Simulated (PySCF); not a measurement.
## Electronic structure of C6H12AlFO2 in real space

Input

```
{"job": {"kind": "nmr", "xc": "PBE0", "basis": "pcSseg-1"}, "charge": 0, "multiplicity": 1}
C      2.881585    -0.512192    -1.591403
C      2.559957     0.006977    -0.421787
C      1.393392    -0.483684     0.373981
F      1.758552    -0.645961     1.698226
O      0.362963     0.453812     0.348896
Al     0.057582     2.179186    -0.372418
C     -0.855785     0.038678     0.947427
C     -1.637450    -0.907266     0.043655
C     -3.084999    -1.042629     0.408096
O     -1.113078    -1.476680    -0.876679
H      3.716413    -0.142194    -2.159806
H      2.308355    -1.311498    -2.031907
H      3.113903     0.810824     0.040575
H      1.044065    -1.468150     0.031464
H     -0.259210     2.879296     1.014683
H     -1.232120     1.799268    -1.210250
H      1.396651     2.482187    -1.112357
H     -1.424648     0.961515     1.112020
H     -0.660970    -0.431409     1.918852
H     -3.608311    -0.166451     0.027545
H     -3.217255    -1.077344     1.485772
H     -3.510003    -1.926899    -0.058924
```

Launched as:

```sh
OMP_NUM_THREADS=1 python probes_run.py task.json out
```

Geometry: GFN2-xTB.

Level of theory: PBE0/pcSseg-1, SCF density, gas phase, non-relativistic (PySCF).

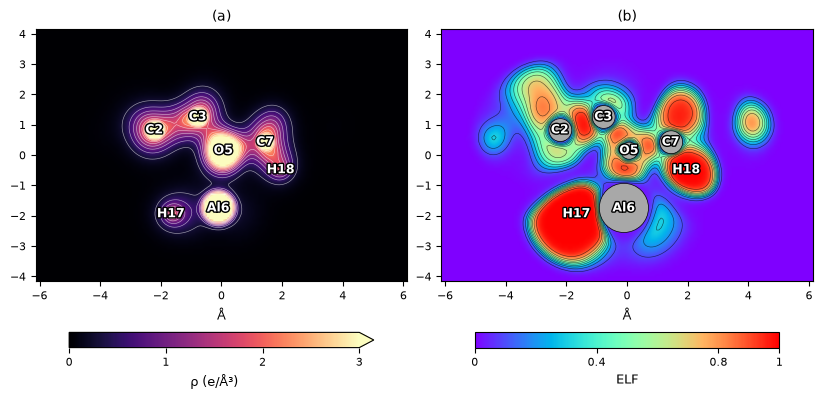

Figure 1. (a) total electron density; (b) electron localisation function on the plane of atoms C2, C3 and O5. Grey discs cover the atomic cores in the ELF map.

What does the map show?

Atoms in the plane: C, O, Al and H.
Al–O (1.89 Å): ρ is about 0.49 e/Å³ halfway; the ELF peaks at about 0.90 in the valence shell of O, 0.6 Å from its nucleus, and is about 0.40 at the midpoint.
C–H (1.10 Å): the density is about 2.1 e/Å³ at the midpoint; the ELF climbs to about 1 towards the hydrogen, as it does in any bond to H: an ordinary covalent bond to hydrogen.
C–O (1.39 Å): ρ is about 2.1 e/Å³ halfway, with its minimum of 1.8 e/Å³ about 0.5 Å from C; the ELF peaks at about 0.90 between the atoms (a shared but strongly polarised pair).
C–C (1.49 Å): ρ at the midpoint is about 1.8 e/Å³; the ELF peaks at about 0.95 between the atoms: a shared electron pair.

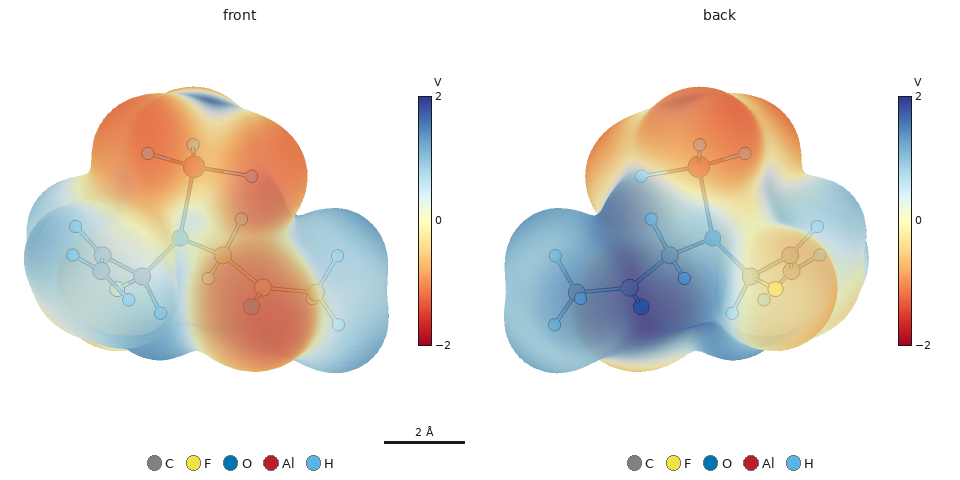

Figure 2. The molecular electrostatic potential painted on the density surface at 0.002 e/bohr³, seen from the front and from behind; red is negative and blue positive.

Describe the electrostatic potential map.

The most negative region (about −1.2 V, or −28 kcal/mol for a unit charge) lies over O10, H15 and H16, the most positive (about +1.9 V, or +44 kcal/mol for a unit charge) over C7, C8, H19 and H21.

How polar is the molecule by this calculation?

Its dipole moment is 3.77 D.
